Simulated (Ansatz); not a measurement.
## Geometry relaxation of C$_{2}$H$_{6}$CdO

- system: C$_{2}$H$_{6}$CdO
- method: RKS PBE0-D4/def2-TZVP (Ansatz 0.2.0)

The geometry: PBE-D4/def2-SVP start. Figures and captions count atoms from 1; the log counts them from 0 in places.

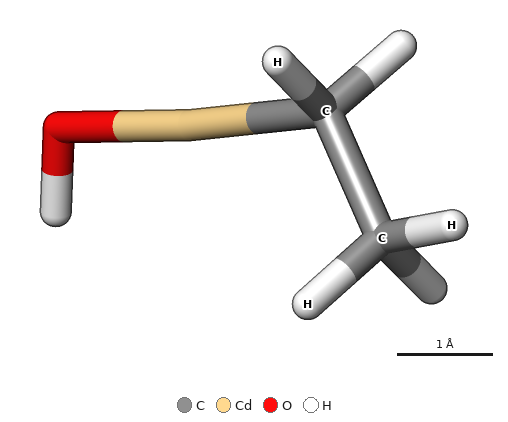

**Figure 1.** The input geometry (stick view, seen at a tilt). Sticks mark near contacts. Bond lengths as drawn: Cd–O 1.99 Å, C–C 1.53 Å, C–Cd 2.12 Å, C–H 1.11 Å and H–O 0.98 Å.

### Summary

```tsv
quantity	value
outcome	converged
total energy	−8780.7129 eV
mean-field energy	−8780.5763 eV
dispersion energy	−0.1366 eV
SCF solution under orbital rotations	stable
largest force (length of the vector) at the end	0.003 eV/Å
dipole moment	2.41 D
hardware	4 threads of Arm Neoverse V2, 23 GiB of memory available, shared host
wall time	53 s (CPU time 3.2 min)
peak memory	0.38 GiB
```

### The input
```yaml
crystal:
  periodic: [false, false, false]
  atoms:
    - {symbol: C, position_ang: [-0.891282, 0.882099, 0.890235]}
    - {symbol: C, position_ang: [-0.304080, -0.521647, 0.714670]}
    - {symbol: Cd, position_ang: [0.949692, -0.740109, -0.977055]}
    - {symbol: O, position_ang: [2.168338, -1.055853, -2.523100]}
    - {symbol: H, position_ang: [-1.517444, 1.187823, 0.026595]}
    - {symbol: H, position_ang: [-1.539395, 0.940396, 1.792905]}
    - {symbol: H, position_ang: [-0.104734, 1.655617, 1.010014]}
    - {symbol: H, position_ang: [-1.105939, -1.282454, 0.614007]}
    - {symbol: H, position_ang: [0.302674, -0.815538, 1.596536]}
    - {symbol: H, position_ang: [2.125069, -0.301435, -3.141805]}
basis:
  gaussian: {orbitals: def2-TZVP}
hamiltonian: {xc: pbe0, dispersion: d4}
relax: {f_tol: 0.005, max_steps: 150}
```

Run as:
```bash
ansatz run in.yaml --threads 4 --pin off --events-out ev --progress --plain --max-ram 10444MiB
```

### Output
```
Functional definition: PBE0
  name "PBE0"
  cite "Adamo & Barone, J. Chem. Phys. 110, 6158 (1999) doi:10.1063/1.478522"
  cite "Perdew, Burke & Ernzerhof, Phys. Rev. Lett. 77, 3865 (1996) doi:10.1103/PhysRevLett.77.3865"
  parent pbe
  parameter a = 0.25
  parameter kappa = 0.804
  parameter beta = 0.06672455060314922
  exchange = (1 - a)*pbe_x(kappa = kappa, mu = beta*pi^2/3) + a*exact_x
  correlation = pbe_c(beta = beta)
1195 factors; their error is unknown
mean field evaluation 1: about -8765.9259 eV, gradient 8.4e1 eV
mean field evaluation 2: about -8716.5237 eV, gradient 1.6e2 eV
mean field evaluation 4: about -8780.1033 eV, gradient 1.3e1 eV
mean field evaluation 8: about -8780.4701 eV, gradient 1.6e-1 eV
mean field evaluation 16: about -8780.5370 eV, gradient 7.2e-4 eV
mean field -8780.53703684 eV, -322.6787844421 hartree, gradient 3.1e-5 eV, S^2 0.000000; 0 other end points of the search recorded, 0 dependent functions left out
the calculation of the forces begins
reference -8780.53707220 eV, -322.6787857417 hartree; 23, 23 occupied and 146, 146 virtual orbitals, 1195 factors
relax step   1: F+E_penalty+E_count = -8780.67320645 eV  Δ(F+E_penalty+E_count) = +0.000e0 eV  max|allowed force component| = 7.499e-1 eV/Å  Δτ_max = 0.0000 Å  (29 SCF iters, accepted)
these checks for a lower state are left out or cut short: starts, cluster_reference, orbital_swaps, neighbouring_geometries, increment
1195 factors; their error is unknown
mean field -8780.57138866 eV, -322.6800468483 hartree, gradient 1.2e-5 eV, S^2 0.000000; 0 other end points of the search recorded, 0 dependent functions left out
[... from here on the field's lines of each further geometry are left out, up to the last ...]
relax step   2: F+E_penalty+E_count = -8780.70784272 eV  Δ(F+E_penalty+E_count) = -3.464e-2 eV  max|allowed force component| = 2.532e-1 eV/Å  Δτ_max = 0.0205 Å  (33 SCF iters, accepted)
relax step   3: F+E_penalty+E_count = -8780.71173234 eV  Δ(F+E_penalty+E_count) = -3.890e-3 eV  max|allowed force component| = 2.402e-2 eV/Å  Δτ_max = 0.0147 Å  (33 SCF iters, accepted)
relax step   4: F+E_penalty+E_count = -8780.71199280 eV  Δ(F+E_penalty+E_count) = -2.605e-4 eV  max|allowed force component| = 1.291e-2 eV/Å  Δτ_max = 0.0133 Å  (33 SCF iters, accepted)
relax step   5: F+E_penalty+E_count = -8780.71207844 eV  Δ(F+E_penalty+E_count) = -8.564e-5 eV  max|allowed force component| = 2.628e-3 eV/Å  Δτ_max = 0.0107 Å  (33 SCF iters, accepted)
relax step   6: F+E_penalty+E_count = -8780.71208981 eV  Δ(F+E_penalty+E_count) = -1.138e-5 eV  max|allowed force component| = 4.919e-3 eV/Å  Δτ_max = 0.0071 Å  (34 SCF iters, accepted)
relax step   7: F+E_penalty+E_count = -8780.71210123 eV  Δ(F+E_penalty+E_count) = -1.142e-5 eV  max|allowed force component| = 1.375e-2 eV/Å  Δτ_max = 0.0113 Å  (33 SCF iters, accepted)
relax step   8: F+E_penalty+E_count = -8780.71211086 eV  Δ(F+E_penalty+E_count) = -9.627e-6 eV  max|allowed force component| = 2.861e-2 eV/Å  Δτ_max = 0.0120 Å  (33 SCF iters, accepted)
relax step   9: F+E_penalty+E_count = -8780.71212742 eV  Δ(F+E_penalty+E_count) = -1.656e-5 eV  max|allowed force component| = 2.252e-2 eV/Å  Δτ_max = 0.0047 Å  (34 SCF iters, accepted)
relax step  10: F+E_penalty+E_count = -8780.71215243 eV  Δ(F+E_penalty+E_count) = -2.501e-5 eV  max|allowed force component| = 2.420e-2 eV/Å  Δτ_max = 0.0161 Å  (33 SCF iters, accepted)
relax step  11: F+E_penalty+E_count = -8780.71216714 eV  Δ(F+E_penalty+E_count) = -1.471e-5 eV  max|allowed force component| = 3.904e-2 eV/Å  Δτ_max = 0.0171 Å  (32 SCF iters, accepted)
relax step  12: F+E_penalty+E_count = -8780.71220577 eV  Δ(F+E_penalty+E_count) = -3.863e-5 eV  max|allowed force component| = 2.639e-2 eV/Å  Δτ_max = 0.0073 Å  (33 SCF iters, accepted)
relax step  13: F+E_penalty+E_count = -8780.71226166 eV  Δ(F+E_penalty+E_count) = -5.588e-5 eV  max|allowed force component| = 1.309e-2 eV/Å  Δτ_max = 0.0194 Å  (32 SCF iters, accepted)
relax step  14: F+E_penalty+E_count = -8780.71192432 eV  Δ(F+E_penalty+E_count) = +3.373e-4 eV  max|allowed force component| = 1.797e-1 eV/Å  Δτ_max = 0.0479 Å  (31 SCF iters, rejected (line search))
relax step  15: F+E_penalty+E_count = -8780.71210051 eV  Δ(F+E_penalty+E_count) = +1.612e-4 eV  max|allowed force component| = 5.059e-2 eV/Å  Δτ_max = 0.0143 Å  (33 SCF iters, rejected (line search))
relax step  16: F+E_penalty+E_count = -8780.71228467 eV  Δ(F+E_penalty+E_count) = -2.302e-5 eV  max|allowed force component| = 3.263e-3 eV/Å  Δτ_max = 0.0069 Å  (33 SCF iters, accepted)
relax step  17: F+E_penalty+E_count = -8780.71233611 eV  Δ(F+E_penalty+E_count) = -5.144e-5 eV  max|allowed force component| = 3.635e-2 eV/Å  Δτ_max = 0.0278 Å  (32 SCF iters, accepted)
relax step  18: F+E_penalty+E_count = -8780.71237141 eV  Δ(F+E_penalty+E_count) = -3.530e-5 eV  max|allowed force component| = 3.789e-2 eV/Å  Δτ_max = 0.0137 Å  (33 SCF iters, accepted)
relax step  19: F+E_penalty+E_count = -8780.71241987 eV  Δ(F+E_penalty+E_count) = -4.846e-5 eV  max|allowed force component| = 2.627e-2 eV/Å  Δτ_max = 0.0135 Å  (33 SCF iters, accepted)
relax step  20: F+E_penalty+E_count = -8780.71247843 eV  Δ(F+E_penalty+E_count) = -5.856e-5 eV  max|allowed force component| = 3.578e-2 eV/Å  Δτ_max = 0.0228 Å  (32 SCF iters, accepted)
relax step  21: F+E_penalty+E_count = -8780.71251210 eV  Δ(F+E_penalty+E_count) = -3.367e-5 eV  max|allowed force component| = 6.062e-2 eV/Å  Δτ_max = 0.0223 Å  (32 SCF iters, accepted)
relax step  22: F+E_penalty+E_count = -8780.71257902 eV  Δ(F+E_penalty+E_count) = -6.692e-5 eV  max|allowed force component| = 3.899e-2 eV/Å  Δτ_max = 0.0111 Å  (33 SCF iters, accepted)
relax step  23: F+E_penalty+E_count = -8780.71264853 eV  Δ(F+E_penalty+E_count) = -6.951e-5 eV  max|allowed force component| = 9.947e-3 eV/Å  Δτ_max = 0.0190 Å  (32 SCF iters, accepted)
relax step  24: F+E_penalty+E_count = -8780.71267673 eV  Δ(F+E_penalty+E_count) = -2.819e-5 eV  max|allowed force component| = 7.657e-2 eV/Å  Δτ_max = 0.0307 Å  (32 SCF iters, accepted)
relax step  25: F+E_penalty+E_count = -8780.71276099 eV  Δ(F+E_penalty+E_count) = -8.426e-5 eV  max|allowed force component| = 2.722e-2 eV/Å  Δτ_max = 0.0076 Å  (33 SCF iters, accepted)
relax step  26: F+E_penalty+E_count = -8780.71281826 eV  Δ(F+E_penalty+E_count) = -5.727e-5 eV  max|allowed force component| = 1.718e-2 eV/Å  Δτ_max = 0.0166 Å  (33 SCF iters, accepted)
relax step  27: F+E_penalty+E_count = -8780.71280536 eV  Δ(F+E_penalty+E_count) = +1.289e-5 eV  max|allowed force component| = 9.017e-2 eV/Å  Δτ_max = 0.0312 Å  (32 SCF iters, rejected (line search))
relax step  28: F+E_penalty+E_count = -8780.71277425 eV  Δ(F+E_penalty+E_count) = +4.401e-5 eV  max|allowed force component| = 4.938e-2 eV/Å  Δτ_max = 0.0156 Å  (33 SCF iters, rejected (line search))
the calculation of the forces begins
reference -8780.57627918 eV, -322.6802265716 hartree; 23, 23 occupied and 146, 146 virtual orbitals, 1195 factors
relax step  29: F+E_penalty+E_count = -8780.71284741 eV  Δ(F+E_penalty+E_count) = -2.915e-5 eV  max|allowed force component| = 2.486e-3 eV/Å  Δτ_max = 0.0076 Å  (33 SCF iters, accepted)
1195 factors; their error is unknown
mean field evaluation 224: about -8718.3626 eV, gradient 1.6e2 eV
```

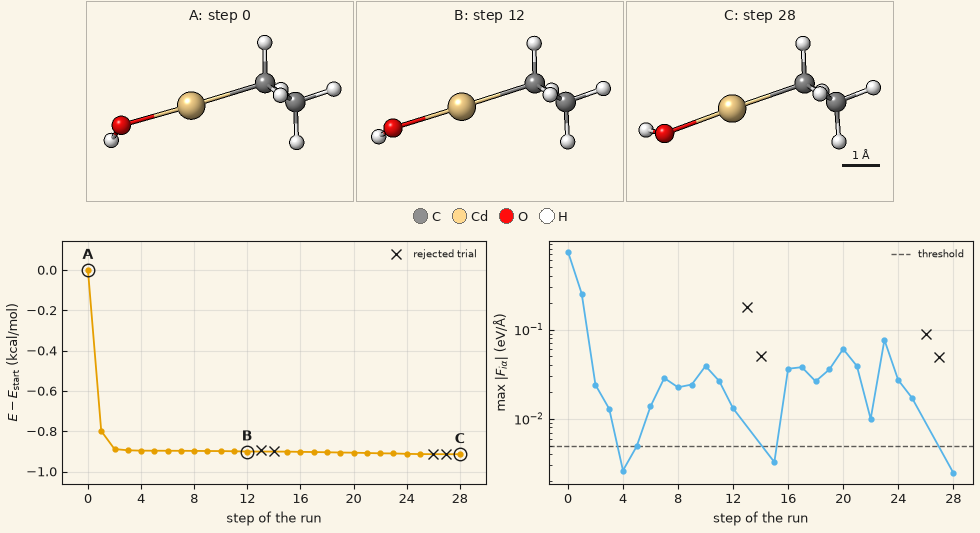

**Figure 2.** Frames of the relaxation (ball-and-stick view, seen at a tilt) above the curves, on which the letters mark them (the first geometry is step 0 here and step 1 in the log).

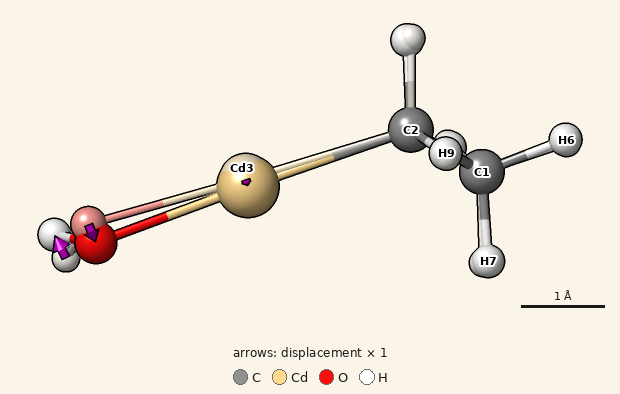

**Figure 3.** Start (faint) and end (solid) with the displacements as pink arrows, at true length (ball-and-stick view, seen at a tilt). The two geometries are laid on each other by the best rigid fit. The largest move after the best rigid fit is that of H10, 0.32 Å. By element the largest moves are H 0.32 Å, O 0.24 Å, Cd 0.09 Å, C 0.03 Å. Among the contacts that change: O4–H10 0.977 → 0.959 Å, C1–H6 1.113 → 1.096 Å, C1–H5 1.110 → 1.093 Å, Cd3–O4 1.994 → 1.978 Å. Among the angles that change: Cd3–O4–H10 110.0° → 114.3°. Over 28 geometry steps the energy falls by 0.91 kcal/mol. Largest force component: 0.75 eV/Å at the start, 0.0025 eV/Å at the end. The line search rejected the trial steps at points 13, 14, 26, 27 (counted from 0) and went back. (Atoms are counted from 1 in the order of the input.)

```
mean field -8780.57624407 eV, -322.6802252811 hartree, gradient 1.2e-5 eV, S^2 0.000000; 1 other end points of the search recorded, 0 dependent functions left out
the calculation of the forces begins
reference -8780.57627918 eV, -322.6802265716 hartree; 23, 23 occupied and 146, 146 virtual orbitals, 1195 factors
Total energy: -8780.71288252 eV, -322.6852466517 hartree
Atom 0 at    -0.894170     0.881723     0.912969 Å, force    -0.000165    -0.000234     0.000070 eV/Å
Atom 1 at    -0.305155    -0.505937     0.693347 Å, force     0.000026    -0.000147     0.000115 eV/Å
Atom 2 at     0.991459    -0.669324    -0.952969 Å, force     0.000355     0.000765    -0.000753 eV/Å
Atom 3 at     2.298384    -0.875834    -2.423466 Å, force    -0.001351     0.002151    -0.001340 eV/Å
Atom 4 at    -1.486776     1.217020     0.058245 Å, force     0.000136     0.000138     0.000147 eV/Å
Atom 5 at    -1.555203     0.897008     1.786769 Å, force     0.000096    -0.000080    -0.000074 eV/Å
Atom 6 at    -0.120758     1.634475     1.083558 Å, force     0.000140    -0.000037     0.000246 eV/Å
Atom 7 at    -1.097177    -1.244974     0.547997 Å, force     0.000108     0.000062    -0.000462 eV/Å
Atom 8 at     0.262658    -0.828541     1.570140 Å, force    -0.000237    -0.000133     0.000365 eV/Å
Atom 9 at     1.989636    -0.556717    -3.273587 Å, force     0.000892    -0.002486     0.001686 eV/Å
Dipole moment:    -0.453648     0.149965     0.155474 e Å
```

### Trajectory as extended XYZ (Å, eV, eV/Å), 10 of the 29 frames kept, from step=1 to step=29
```
10
Properties=species:S:1:pos:R:3:forces:R:3 step=1 energy=-8780.67321
C    -0.8913    0.8821    0.8902   -0.1577   0.2949   0.0847
C    -0.3041   -0.5216    0.7147   -0.0598  -0.2573   0.2000
Cd    0.9497   -0.7401   -0.9771    0.0297  -0.0761   0.0292
O     2.1683   -1.0559   -2.5231   -0.2268   0.7499  -0.3390
H    -1.5174    1.1878    0.0266    0.3109  -0.1709   0.4097
H    -1.5394    0.9404    1.7929    0.3123  -0.0391  -0.4282
H    -0.1047    1.6556    1.0100   -0.3666  -0.3949  -0.0605
H    -1.1059   -1.2825    0.6140    0.3702   0.3967   0.0701
H     0.3027   -0.8155    1.5965   -0.3169   0.1671  -0.4145
H     2.1251   -0.3014   -3.1418    0.1047  -0.6702   0.4485
10
Properties=species:S:1:pos:R:3:forces:R:3 step=4 energy=-8780.71199
C    -0.8930    0.8788    0.8947    0.0072  -0.0017  -0.0082
C    -0.3026   -0.5129    0.7076    0.0034  -0.0025  -0.0023
Cd    0.9437   -0.7299   -0.9714   -0.0025   0.0101  -0.0084
O     2.1516   -1.0380   -2.5080   -0.0057  -0.0012   0.0119
H    -1.5115    1.1804    0.0462   -0.0064   0.0031  -0.0079
H    -1.5285    0.9229    1.7858   -0.0046  -0.0038   0.0085
H    -0.1193    1.6405    1.0161    0.0073   0.0083   0.0019
H    -1.0947   -1.2594    0.6116   -0.0074  -0.0086  -0.0010
H     0.2923   -0.8008    1.5779    0.0044  -0.0032   0.0129
H     2.1451   -0.3326   -3.1577    0.0044  -0.0005  -0.0076
10
Properties=species:S:1:pos:R:3:forces:R:3 step=7 energy=-8780.71210
C    -0.8942    0.8795    0.8978    0.0004  -0.0008   0.0006
C    -0.3028   -0.5114    0.7059   -0.0019   0.0004  -0.0009
Cd    0.9461   -0.7200   -0.9720    0.0006  -0.0014   0.0020
O     2.1669   -1.0303   -2.4970    0.0018   0.0117  -0.0137
H    -1.5118    1.1846    0.0494    0.0013  -0.0006   0.0022
H    -1.5314    0.9187    1.7884    0.0009   0.0008  -0.0017
H    -0.1210    1.6414    1.0241   -0.0017  -0.0018  -0.0002
H    -1.0947   -1.2582    0.6052    0.0017   0.0021   0.0006
H     0.2907   -0.8028    1.5765   -0.0016   0.0010  -0.0015
H     2.1351   -0.3527   -3.1753   -0.0015  -0.0114   0.0127
10
Properties=species:S:1:pos:R:3:forces:R:3 step=10 energy=-8780.71215
C    -0.8927    0.8793    0.8976   -0.0022   0.0019   0.0023
C    -0.3032   -0.5123    0.7058   -0.0037   0.0003   0.0000
Cd    0.9528   -0.7178   -0.9671    0.0043  -0.0013   0.0017
O     2.1863   -1.0149   -2.4849   -0.0050   0.0242  -0.0225
H    -1.5060    1.1872    0.0471    0.0003   0.0000  -0.0006
H    -1.5338    0.9184    1.7853    0.0005  -0.0006  -0.0002
H    -0.1187    1.6395    1.0287    0.0004   0.0000  -0.0002
H    -1.0959   -1.2573    0.5997   -0.0004  -0.0001   0.0005
H     0.2850   -0.8065    1.5790    0.0020  -0.0007  -0.0029
H     2.1090   -0.3667   -3.1883    0.0037  -0.0237   0.0218
10
Properties=species:S:1:pos:R:3:forces:R:3 step=13 energy=-8780.71226
C    -0.8934    0.8801    0.9006    0.0007  -0.0003   0.0001
C    -0.3038   -0.5107    0.7034    0.0014   0.0000   0.0002
Cd    0.9619   -0.7093   -0.9633   -0.0025  -0.0014  -0.0015
O     2.2102   -0.9962   -2.4707   -0.0010   0.0124  -0.0120
H    -1.5028    1.1931    0.0492    0.0003   0.0001   0.0005
H    -1.5383    0.9141    1.7858   -0.0003   0.0007  -0.0002
H    -0.1195    1.6390    1.0394   -0.0006  -0.0005   0.0000
H    -1.0963   -1.2549    0.5899    0.0013   0.0005  -0.0008
H     0.2809   -0.8103    1.5771   -0.0009   0.0001   0.0005
H     2.0840   -0.3961   -3.2085    0.0015  -0.0116   0.0131
10
Properties=species:S:1:pos:R:3:forces:R:3 step=17 energy=-8780.71234
C    -0.8928    0.8802    0.9021   -0.0026  -0.0020  -0.0010
C    -0.3041   -0.5108    0.7021   -0.0070   0.0065   0.0021
Cd    0.9670   -0.7045   -0.9607    0.0025   0.0009   0.0016
O     2.2297   -0.9764   -2.4588   -0.0083   0.0275  -0.0363
H    -1.4991    1.1967    0.0497    0.0015  -0.0007   0.0002
H    -1.5409    0.9129    1.7851    0.0031  -0.0036  -0.0017
H    -0.1187    1.6379    1.0456    0.0019  -0.0001   0.0002
H    -1.0971   -1.2536    0.5831   -0.0009  -0.0003   0.0000
H     0.2768   -0.8142    1.5770    0.0017  -0.0004   0.0005
H     2.0622   -0.4193   -3.2223    0.0081  -0.0278   0.0344
10
Properties=species:S:1:pos:R:3:forces:R:3 step=20 energy=-8780.71248
C    -0.8935    0.8809    0.9052    0.0022   0.0001  -0.0001
C    -0.3044   -0.5089    0.6996    0.0026  -0.0019  -0.0004
Cd    0.9769   -0.6941   -0.9567   -0.0022  -0.0005  -0.0021
O     2.2533   -0.9502   -2.4463   -0.0114   0.0258  -0.0339
H    -1.4945    1.2034    0.0515   -0.0003   0.0002   0.0001
H    -1.5463    0.9073    1.7849   -0.0007   0.0006   0.0000
H    -0.1196    1.6370    1.0583   -0.0007  -0.0005   0.0000
H    -1.0968   -1.2508    0.5718    0.0010   0.0008  -0.0005
H     0.2721   -0.8181    1.5754   -0.0013   0.0001   0.0010
H     2.0358   -0.4575   -3.2409    0.0108  -0.0247   0.0358
10
Properties=species:S:1:pos:R:3:forces:R:3 step=23 energy=-8780.71265
C    -0.8935    0.8811    0.9086   -0.0013   0.0009   0.0033
C    -0.3047   -0.5078    0.6971    0.0004   0.0015  -0.0046
Cd    0.9828   -0.6814   -0.9554    0.0043  -0.0079   0.0043
O     2.2756   -0.9177   -2.4340   -0.0067   0.0099  -0.0094
H    -1.4906    1.2093    0.0542   -0.0003   0.0006   0.0003
H    -1.5502    0.9026    1.7854   -0.0015   0.0022   0.0009
H    -0.1198    1.6356    1.0696   -0.0008  -0.0003   0.0002
H    -1.0970   -1.2483    0.5610    0.0001   0.0002   0.0001
H     0.2674   -0.8230    1.5738    0.0010  -0.0003  -0.0027
H     2.0130   -0.5015   -3.2574    0.0047  -0.0068   0.0077
10
Properties=species:S:1:pos:R:3:forces:R:3 step=26 energy=-8780.71282
C    -0.8942    0.8817    0.9125    0.0004   0.0003  -0.0006
C    -0.3048   -0.5060    0.6938   -0.0021  -0.0005  -0.0009
Cd    0.9905   -0.6712   -0.9534    0.0030   0.0014   0.0018
O     2.2961   -0.8816   -2.4246   -0.0093   0.0091  -0.0172
H    -1.4871    1.2162    0.0577    0.0003   0.0002   0.0002
H    -1.5549    0.8976    1.7865    0.0004  -0.0007  -0.0002
H    -0.1209    1.6348    1.0823    0.0000  -0.0003   0.0000
H    -1.0967   -1.2452    0.5490   -0.0009   0.0001   0.0014
H     0.2631   -0.8278    1.5708    0.0005  -0.0005  -0.0011
H     1.9918   -0.5496   -3.2718    0.0078  -0.0091   0.0165
10
Properties=species:S:1:pos:R:3:forces:R:3 step=29 energy=-8780.71285
C    -0.8942    0.8817    0.9130   -0.0002  -0.0002   0.0001
C    -0.3052   -0.5059    0.6933    0.0000  -0.0001   0.0001
Cd    0.9915   -0.6693   -0.9530    0.0004   0.0008  -0.0008
O     2.2984   -0.8758   -2.4235   -0.0014   0.0022  -0.0013
H    -1.4868    1.2170    0.0582    0.0001   0.0001   0.0001
H    -1.5552    0.8970    1.7868    0.0001  -0.0001  -0.0001
H    -0.1208    1.6345    1.0836    0.0001   0.0000   0.0002
H    -1.0972   -1.2450    0.5480    0.0001   0.0001  -0.0005
H     0.2627   -0.8285    1.5701   -0.0002  -0.0001   0.0004
H     1.9896   -0.5567   -3.2736    0.0009  -0.0025   0.0017
```

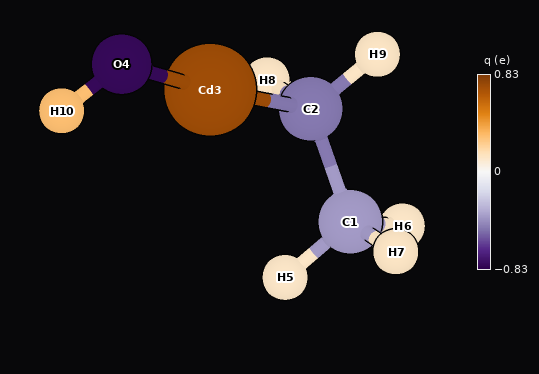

**Figure 4.** Mulliken charges, as the colour of each atom (ball-and-stick view, seen at a tilt; atoms are numbered from 1 in the order of the input). By element: C −0.47 to −0.38, Cd +0.72, O −0.79 and H +0.12 to +0.30 e.
